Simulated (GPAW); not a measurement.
Band structure of TlBr (Pm-3m, 2 atoms in the cell).

```xyz
2
Lattice="3.9900 0.0000 0.0000 0.0000 3.9900 0.0000 0.0000 0.0000 3.9900" Properties=species:S:1:pos:R:3 pbc="T T T"
Tl     0.0000     0.0000     0.0000
Br     1.9950     1.9950     1.9950
```

Computed with PBE, GPAW PAW datasets PBE (gpaw-data 1.0.1) (plane waves; GPAW).

Settings: mode = pw; ecut = 600 eV; xc = PBE; kpts = 8 8 8; mesh shift (steps) = 0 0 0; occupations.name = fermi-dirac; occupations.width = 0.02 eV; nbands = -4; convergence.forces = 0.001 eV/Å; convergence.bands = -2; symmetry.symmorphic = false; symmetry.tolerance = 0.0005; maxiter = 100; bandpath_npoints = 40.

The starting cell has typed, rounded lattice constants, without a prior relaxation at this level. Spin-orbit coupling is off.

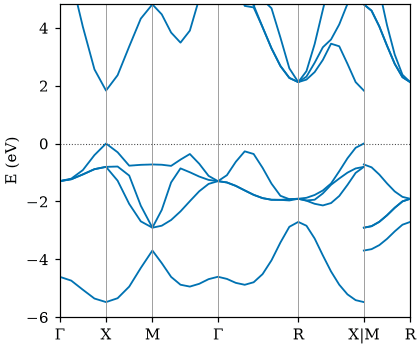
Bands along the path, energies from the top of the valence band on the SCF mesh.

Task: Read off roughly the gap and where its edges lie.

Result: The gap along the path is about 1.8 eV (computed: 1.83 eV), direct at X to within 0.01 eV.

Levels in eV from the top of the valence band on the SCF mesh, bands 7 to 14:
| point | 7 | 8 | 9 | 10 | 11 | 12 | 13 | 14 |
|---|---|---|---|---|---|---|---|---|
| Γ | -4.61 | -1.30 | -1.30 | -1.30 | 7.01 | 7.01 | 7.14 | 7.14 |
| X | -5.48 | -0.81 | -0.81 | 0.00 | 1.83 | 5.71 | 5.71 | 8.02 |
| M | -3.70 | -2.91 | -2.91 | -0.72 | 4.81 | 4.81 | 7.29 | 7.68 |
| R | -2.71 | -1.91 | -1.91 | -1.91 | 2.12 | 2.12 | 2.12 | 12.74 |
